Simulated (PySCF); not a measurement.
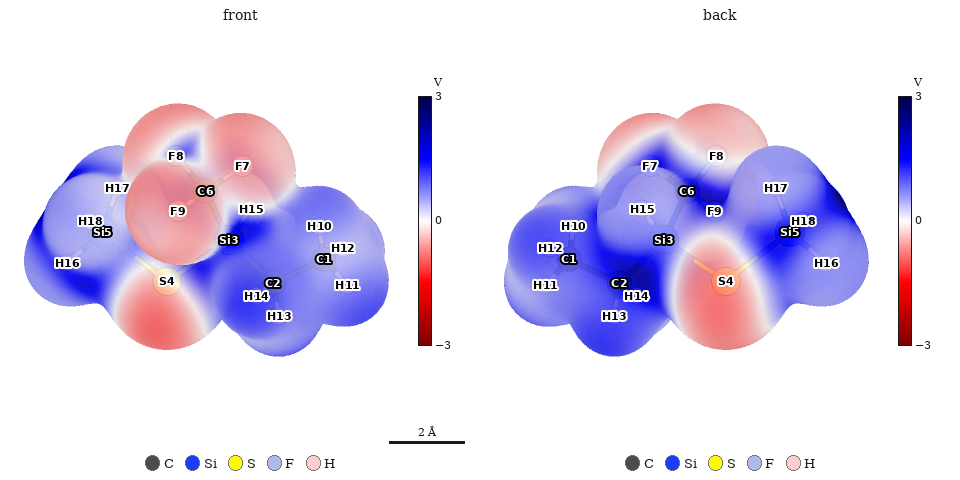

Figure. C3H9F3SSi2. The electrostatic potential painted on the density surface at 0.004 e/bohr³, seen from the front and from behind; red is negative and blue positive.

Geometry: GFN2-xTB.

These are results of PBE0/pcSseg-1, SCF density, gas phase, non-relativistic in PySCF 2.14.0, not measurements.

```xyz
18

C    -2.9162   -0.0878   -0.4335
C    -1.6354   -0.5371   -1.1344
Si   -0.1077   -0.5019   -0.0165
S     1.4946   -1.5085   -0.9828
Si    3.3590   -0.5988   -0.3043
C     0.3888    1.3701    0.2283
F    -0.6151    2.1187    0.7226
F     1.4165    1.5135    1.0984
F     0.7839    1.9773   -0.9081
H    -2.8204    0.9276   -0.0582
H    -3.7541   -0.1152   -1.1265
H    -3.1458   -0.7410    0.4046
H    -1.7670   -1.5514   -1.5132
H    -1.4623    0.0972   -2.0080
H    -0.3062   -0.9591    1.3571
H     4.3251   -1.5146   -0.8858
H     3.3361   -0.6229    1.1500
H     3.4174    0.7401   -0.8660
```

**Describe the electrostatic potential map.**

The most negative region (about −0.9 V, or −21 kcal/mol for a unit charge) lies over S4, the most positive (about +2.6 V, or +60 kcal/mol for a unit charge) over Si5.
